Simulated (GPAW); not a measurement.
# One shape, several levels: CH5BS (BH2(SMe))

Wanted: a comparison of 3 runs (PBE/real-space grid, vdW-DF2/real-space grid, PBE/dzp) of CH5BS (BH2(SMe)). 

The results are computed with GPAW 26.7.0.

3 further runs of the same task are left out: 3 set aside as unsound or not needed. Runs told in other sessions of the task aren't counted.

## (1) The structure to begin with

CH5BS has 8 atoms, charge 0, and is taken as a singlet. As SMILES, `[H]B([H])SC`. The coordinates come from a GFN2-xTB relaxation.

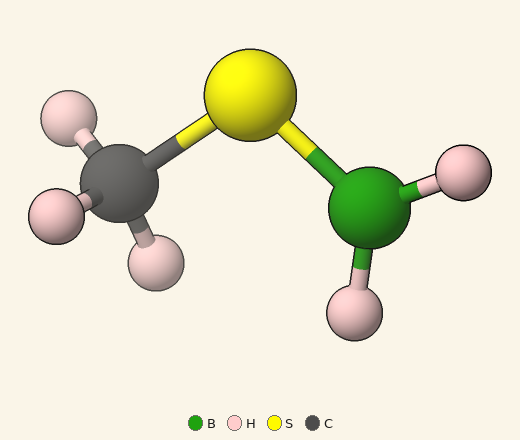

The structure, seen from a chosen angle (boron green, hydrogen pink, sulfur yellow, carbon dark grey).

## (2) The charge distribution at PBE/real-space grid (scalar-relativistic datasets) (run 1)

Input file CH5BS.xyz:

```xyz
8

B      0.504820     1.076520    -1.039970
H      1.392850     1.121670    -0.282150
H      0.461190     1.736030    -2.001130
S     -0.823740    -0.020990    -0.781410
C     -0.431520    -0.855950     0.800170
H      0.641880    -0.891960     0.946010
H     -0.840650    -1.858890     0.749880
H     -0.904820    -0.306430     1.608590
```

Input file calc.py:

```python
import numpy as np
from ase.io import read
from ase.units import Debye
from gpaw import GPAW

# Atomic positions
molecule = read('CH5BS.xyz')
molecule.center(vacuum=4.5)

# GPAW settings
dft = GPAW(mode='fd', xc='PBE', h=0.18, maxiter=150, txt='-')
molecule.calc = dft

energy = molecule.get_potential_energy()
print(f'Energy: {energy:.5f} eV')
forces = molecule.get_forces()
print('Forces (eV/Ang)')
for symbol, f in zip(molecule.symbols, forces):
    print(f'{symbol:2} {f[0]:9.4f} {f[1]:9.4f} {f[2]:9.4f}')
dipole = molecule.get_dipole_moment() / Debye
print(f'Dipole                  {np.linalg.norm(dipole):.3f} D')
homo, lumo = dft.get_homo_lumo()
print(f'HOMO                    {homo:.3f} eV')
print(f'LUMO = {lumo:.3f} eV')
print(f'Gap                     {lumo - homo:.3f} eV')
```

On the command line:

```bash
$ OMP_NUM_THREADS=1 python calc.py
```

Standard output:

```text
[...]
Number of symmetries: 1
[...]
  Number of IBZ points: 1
[...]
Spin-components: 1 (collinear spins)
Bands:           15
[...]
  Valence electrons: 18.0
[...]
  Grid points: [64 68 72]
  Charge: 0.0  # |e|
[...]
    cutoffs:
[...]
occupation numbers:
  # Zero width
[...]
xc functional:
  name: PBE with 2 nearest neighbor stencil
[...]
|iter     |     time |      energy | eigst |  dens |
[...]
|iter:   1| 00:00:05 |  -41.538606 | +1.26 |       |
[...]
|iter:  15| 00:00:33 |  -37.700723c| -7.78c| -6.11c|
Converged in 15 steps
[...]
Energy contributions relative to reference atoms: (reference = -12617.188391)
Energy contributions:
  Kinetic:          40.462986
  Coulomb:         -44.129972
  Zero:              0.211770
  External:          0.000000
  Xc:              -34.245506
  Entropy:           0.000000
  Spinorbit:         0.000000
  ----------------------------
  Free energy:     -37.700723
  Extrapolated:    -37.700723
dipole moment: (-0.001027, -0.210401, 0.307987)  # |e|*Ang
Fermi level: -4.409
Eigenvalues  # (at kpt = [0.000, 0.000, 0.000])
| band index |      eig [eV] | occ [0-2] |
|------------|---------------|-----------|
|          0 |       -19.717 |     2.000 |
|          1 |       -16.364 |     2.000 |
|          2 |       -12.150 |     2.000 |
|          3 |       -10.761 |     2.000 |
|          4 |       -10.669 |     2.000 |
|          5 |        -9.734 |     2.000 |
|          6 |        -8.252 |     2.000 |
|          7 |        -7.414 |     2.000 |
|          8 |        -6.757 |     2.000 |
|          9 |        -2.062 |     0.000 |
|         10 |        -0.583 |     0.000 |
|         11 |        -0.049 |     0.000 |
[...]
Gap: 4.695 eV
Transition (v -> c):
[...]
Forces (eV/Ang)
B    -0.2230   -0.2469    0.0719
H     0.5816    0.0494    0.4836
H    -0.0676    0.4290   -0.6419
S    -0.1230   -0.1659    0.0898
C    -0.1740    0.2082   -0.3424
H     0.3280   -0.0055    0.0348
H    -0.1306   -0.3561    0.0427
H    -0.1327    0.1053    0.2675
Dipole                  1.792 D
HOMO                    -6.757 eV
LUMO = -2.062 eV
Gap                     4.695 eV
```

It took 34 s on 1 thread of AMD EPYC 7R13 (Zen 3), shared host; peak memory 0.78 GiB.

## (3) The charge distribution at vdW-DF2/real-space grid (scalar-relativistic datasets) (run 2)

Input file run.sdf:

```

     RDKit          3D

  8  7  0  0  0  0  0  0  0  0999 V2000
    0.5048    1.0765   -1.0400 B   0  0  0  0  0  0  0  0  0  0  0  0
    1.3928    1.1217   -0.2822 H   0  0  0  0  0  0  0  0  0  0  0  0
    0.4612    1.7360   -2.0011 H   0  0  0  0  0  0  0  0  0  0  0  0
   -0.8237   -0.0210   -0.7814 S   0  0  0  0  0  0  0  0  0  0  0  0
   -0.4315   -0.8559    0.8002 C   0  0  0  0  0  0  0  0  0  0  0  0
    0.6419   -0.8920    0.9460 H   0  0  0  0  0  0  0  0  0  0  0  0
   -0.8407   -1.8589    0.7499 H   0  0  0  0  0  0  0  0  0  0  0  0
   -0.9048   -0.3064    1.6086 H   0  0  0  0  0  0  0  0  0  0  0  0
  2  1  1  0
  3  1  1  0
  4  1  1  0
  5  4  1  0
  6  5  1  0
  7  5  1  0
  8  5  1  0
M  END
$$$$
```

Input file run_sp.py:

```python
import numpy as np
from ase.io import read
from ase.units import Debye
from gpaw import GPAW

molecule = read("run.sdf")
molecule.set_cell([13.0, 13.0, 13.0])
molecule.center()

gpaw_calc = GPAW(mode="fd",
                 h=0.2,
                 xc={"name": "vdW-DF2", "backend": "libvdwxc"},
                 maxiter=150,
                 poissonsolver={"name": "fast"},
                 txt="-")
molecule.calc = gpaw_calc

energy = molecule.get_potential_energy()
print(f"Energy: {energy:.5f} eV")
forces = molecule.get_forces()
print("Forces (eV/Ang)")
for symbol, f in zip(molecule.symbols, forces):
    print(f'{symbol:2} {f[0]:9.4f} {f[1]:9.4f} {f[2]:9.4f}')
dipole = molecule.get_dipole_moment() / Debye
print(f"Dipole                  {np.linalg.norm(dipole):.3f} D")
homo, lumo = gpaw_calc.get_homo_lumo()
print(f"HOMO = {homo:.3f} eV")
print(f"LUMO: {lumo:.3f} eV")
print(f"Gap                     {lumo - homo:.3f} eV")
```

On the command line:

```bash
$ python3 -u run_sp.py | tee run_sp.out
```

Standard output:

```text
[...]
Number of symmetries: 1
[...]
  Number of IBZ points: 1
[...]
Spin-components: 1 (collinear spins)
Bands:           15
[...]
  Valence electrons: 18.0
[...]
  Grid points: [64 64 64]
  Charge: 0.0  # |e|
[...]
    cutoffs:
[...]
occupation numbers:
  # Zero width
[...]
xc functional:
  name: vdW-DF2 with libvdwxc
[...]
|iter     |     time |      energy | eigst |  dens |
[...]
|iter:   1| 00:00:05 |  -90.524532 | +1.29 |       |
[...]
|iter:  15| 00:00:57 |  -86.034707c| -7.72c| -6.04c|
Converged in 15 steps
[...]
Energy contributions relative to reference atoms: (reference = -12617.188391)
Energy contributions:
  Kinetic:          52.009498
  Coulomb:         -54.362181
  Zero:              0.301636
  External:          0.000000
  Xc:              -83.983660
  Entropy:           0.000000
  Spinorbit:         0.000000
  ----------------------------
  Free energy:     -86.034707
  Extrapolated:    -86.034707
dipole moment: (0.001971, -0.197473, 0.292103)  # |e|*Ang
Fermi level: -4.666
Eigenvalues  # (at kpt = [0.000, 0.000, 0.000])
| band index |      eig [eV] | occ [0-2] |
|------------|---------------|-----------|
|          0 |       -19.928 |     2.000 |
|          1 |       -16.648 |     2.000 |
|          2 |       -12.443 |     2.000 |
|          3 |       -11.147 |     2.000 |
|          4 |       -11.052 |     2.000 |
|          5 |       -10.058 |     2.000 |
|          6 |        -8.716 |     2.000 |
|          7 |        -7.791 |     2.000 |
|          8 |        -7.021 |     2.000 |
|          9 |        -2.311 |     0.000 |
|         10 |        -1.068 |     0.000 |
|         11 |        -0.531 |     0.000 |
[...]
Gap: 4.709 eV
Transition (v -> c):
[...]
Forces (eV/Ang)
B     0.1509    0.1491   -0.0223
H     0.3272    0.0392    0.2299
H    -0.0186    0.2330   -0.3276
S    -0.5030   -0.2257   -0.3009
C    -0.0207   -0.0857    0.2179
H     0.0935   -0.0354    0.0336
H    -0.0307   -0.1292    0.0623
H    -0.0121   -0.0398    0.1285
Dipole                  1.694 D
HOMO = -7.021 eV
LUMO: -2.311 eV
Gap                     4.709 eV
```

Wall time 58 s (1 thread of AMD EPYC 7R13 (Zen 3), shared host); peak memory 1.1 GiB.

## (4) The charge distribution at PBE/dzp (scalar-relativistic datasets) (run 3)

Input file run.py:

```python
import numpy as np
from ase import Atoms
from ase.units import Debye
from gpaw import GPAW

# Geometry
molecule = Atoms(['B', 'H', 'H', 'S', 'C', 'H', 'H', 'H'],
    positions=[[  0.504820,   1.076520,  -1.039970],
               [  1.392850,   1.121670,  -0.282150],
               [  0.461190,   1.736030,  -2.001130],
               [ -0.823740,  -0.020990,  -0.781410],
               [ -0.431520,  -0.855950,   0.800170],
               [  0.641880,  -0.891960,   0.946010],
               [ -0.840650,  -1.858890,   0.749880],
               [ -0.904820,  -0.306430,   1.608590]])
molecule.center(vacuum=4.5)

# Ground state
calc = GPAW(mode='lcao', basis='dzp', h=0.18, xc='PBE', maxiter=150, txt='-')
molecule.calc = calc

energy = molecule.get_potential_energy()
print(f'Energy: {energy:.5f} eV')
forces = molecule.get_forces()
print('Forces (eV/Ang)')
for symbol, f in zip(molecule.symbols, forces):
    print(f'{symbol:2} {f[0]:9.4f} {f[1]:9.4f} {f[2]:9.4f}')
dipole = molecule.get_dipole_moment() / Debye
print(f'Dipole = {np.linalg.norm(dipole):.3f} D')
homo, lumo = calc.get_homo_lumo()
print(f'HOMO                    {homo:.3f} eV')
print(f'LUMO = {lumo:.3f} eV')
print(f'Gap                     {lumo - homo:.3f} eV')
```

On the command line:

```bash
$ OMP_NUM_THREADS=1 python run.py
```

Standard output:

```text
[...]
Number of symmetries: 1
[...]
  Number of IBZ points: 1
[...]
basis functions: 64
Spin-components: 1 (collinear spins)
Bands:           15
[...]
  Valence electrons: 18.0
[...]
  Grid points: [64 68 72]
  Charge: 0.0  # |e|
[...]
    cutoffs:
[...]
occupation numbers:
  # Zero width
[...]
xc functional:
  name: PBE with 2 nearest neighbor stencil
[...]
|iter     |     time |      energy | eigst |  dens |
[...]
|iter:   1| 00:00:08 |  -38.642630 |      c|       |
[...]
|iter:   9| 00:00:17 |  -36.386914c|      c| -4.25c|
Converged in 9 steps
[...]
Energy contributions relative to reference atoms: (reference = -12617.188391)
Energy contributions:
  Kinetic:          35.560346
  Coulomb:         -38.219663
  Zero:              0.054704
  External:          0.000000
  Xc:              -33.782301
  Entropy:           0.000000
  Spinorbit:         0.000000
  ----------------------------
  Free energy:     -36.386914
  Extrapolated:    -36.386914
dipole moment: (-0.058734, -0.232419, 0.279898)  # |e|*Ang
Fermi level: -4.162
Eigenvalues  # (at kpt = [0.000, 0.000, 0.000])
| band index |      eig [eV] | occ [0-2] |
|------------|---------------|-----------|
|          0 |       -19.619 |     2.000 |
|          1 |       -16.283 |     2.000 |
|          2 |       -12.027 |     2.000 |
|          3 |       -10.675 |     2.000 |
|          4 |       -10.577 |     2.000 |
|          5 |        -9.592 |     2.000 |
|          6 |        -8.106 |     2.000 |
|          7 |        -7.223 |     2.000 |
|          8 |        -6.563 |     2.000 |
|          9 |        -1.761 |     0.000 |
|         10 |         0.335 |     0.000 |
|         11 |         2.036 |     0.000 |
[...]
Gap: 4.802 eV
Transition (v -> c):
[...]
Forces (eV/Ang)
B    -0.4065   -0.4466    0.2058
H     1.0689    0.0834    0.8824
H    -0.0935    0.7937   -1.1859
S    -0.4247   -0.3612    0.0742
C    -0.2216    0.4218   -0.7297
H     0.8840   -0.0133    0.1012
H    -0.3534   -0.8576    0.0005
H    -0.3754    0.3899    0.6559
Dipole = 1.770 D
HOMO                    -6.563 eV
LUMO = -1.761 eV
Gap                     4.802 eV
```

It took 18 s on 1 thread of AMD EPYC 7R13 (Zen 3), shared host; peak memory 0.76 GiB.

## (5) The series

```
run                                                   level  grid spacing  box rule  energy (Eh)  dipole moment (D)  HOMO energy (eV)  LUMO energy (eV)  wall time
  1      PBE/real-space grid (scalar-relativistic datasets)          0.18    center  -465.058597               1.79             -6.76             -2.06       34 s
  2  vdW-DF2/real-space grid (scalar-relativistic datasets)           0.2      cube  -466.834838               1.69             -7.02             -2.31       58 s
  3                  PBE/dzp (scalar-relativistic datasets)          0.18    center  -465.010316               1.77             -6.56             -1.76       18 s
```

## (6) Summary of results

| quantity | value |
| --- | --- |
| run 3: energy as printed (from the program's reference atoms) | -36.3869 eV |
| run 3: dipole moment | 1.77 D |
| run 3: HOMO energy | -6.56 eV |
| run 3: LUMO energy | -1.76 eV |
| run 3: HOMO–LUMO gap | 4.80 eV |
| run 3: largest force on an atom | 1.430 eV/Å |

**Reading.** The dipole moment (its size) runs from 1.69 D (vdW-DF2/real-space grid) to 1.79 D (PBE/real-space grid). The HOMO–LUMO gap runs from 4.69 eV (PBE/real-space grid) to 4.80 eV (PBE/dzp). Totals of different functionals can't be ranked against each other. All runs together took 1.8 min, the longest 58 s.
